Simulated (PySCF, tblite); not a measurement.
# CH₁₁ClSi₄: geometry, infrared bands and NMR shifts

Aim: predict the infrared bands and NMR shifts of CH₁₁ClSi₄ (`[SiH3]C[Si@H](Cl)[SiH2][SiH3]`).

The runs use tblite 0.8.0 and PySCF 2.14.0, with density-fitted response routines of our own; the level of theory stands in each step. All values are computed, except where a source is named. Atoms are numbered from 0 throughout.

### Step 1. Starting geometry

17 atoms, charge 0, multiplicity 1; geometry from: force field or distance geometry start.

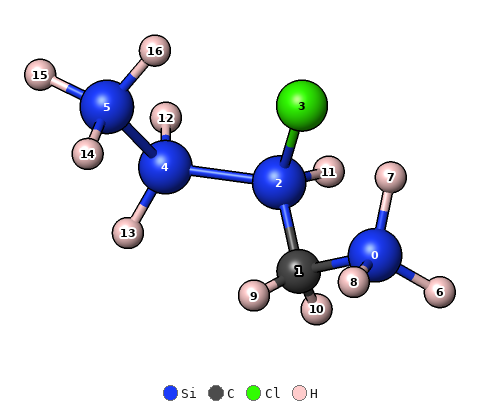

The starting geometry (silicon blue, carbon dark grey, chlorine green, hydrogen pink), atoms numbered; sticks join atoms by distance.

### Step 2. Relaxing the molecule with GFN2-xTB

What the job is given:

```
{"job": {"kind": "relax", "xc": "GFN2-xTB", "basis": "xTB"}, "charge": 0, "multiplicity": 1}
Si     2.880200     0.350800    -0.356500
C      1.512400     0.148400     0.922400
Si     0.255400    -0.940900     0.128700
Cl     0.333800    -0.500600    -1.943000
Si    -1.825100    -0.593700     0.808000
Si    -2.857300     0.748200    -0.678100
H      4.094800    -0.308800     0.131500
H      2.475600    -0.310400    -1.611100
H      3.105300     1.774600    -0.581100
H      1.155500     1.152200     1.190900
H      1.917900    -0.362100     1.834700
H      0.660700    -2.332900     0.339200
H     -2.533800    -1.889300     0.719300
H     -1.938100    -0.064000     2.150700
H     -2.473500     2.158900    -0.514300
H     -4.321900     0.630900    -0.516700
H     -2.449200     0.350700    -2.034500
```

Command:

```
$ OMP_NUM_THREADS=1 python probes_run.py task.json out
```

The driver reads the jobs from task.json and runs them one after another.

**Question.** This job is followed by: GFN2-xTB harmonic vibrations, gas phase; GIAO PBE0/pcSseg-1 NMR shielding, non-relativistic, gas phase. What will the session give for the following? strongest single infrared mode (GFN2-xTB); zero-point energy (GFN2-xTB); 13C shifts against TMS (PBE0/pcSseg-1); 1H shifts against TMS (PBE0/pcSseg-1, means over atoms taken as alike); 29Si shifts against TMS (PBE0/pcSseg-1); 35Cl shifts against HCl (PBE0/pcSseg-1).

As calculated:

| quantity | value |
| --- | --- |
| strongest single infrared mode (GFN2-xTB) | 592 cm⁻¹, 834 km/mol |
| zero-point energy (GFN2-xTB) | 63.0 kcal/mol |
| 13C shifts against TMS (PBE0/pcSseg-1) | -1.5 ppm |
| 1H shifts against TMS (PBE0/pcSseg-1, means over atoms taken as alike) | 5.68, 4.08, 3.60, 3.53, 3.26, 0.17, -0.21 ppm |
| 29Si shifts against TMS (PBE0/pcSseg-1) | 4.6, -75.5, -119.3, -122.8 ppm |
| 35Cl shifts against HCl (PBE0/pcSseg-1) | -40 ppm |

What this shows: Relaxing lowered the energy by 0.932 eV in 136 steps; the close pair that moved most is Si2–Si4, from 2.216 to 2.323 Å. All 45 modes are real, so the xTB geometry is a minimum. The strongest single mode, at 592 cm⁻¹, is carried by H11, H12, H13. Unscaled tight-binding wavenumbers are off by several per cent, some by more. Its intensities can rank the bands wrongly. At PBE0/pcSseg-1: The largest span, 105 ppm, is at Cl3, where the paramagnetic term is -160 ppm.
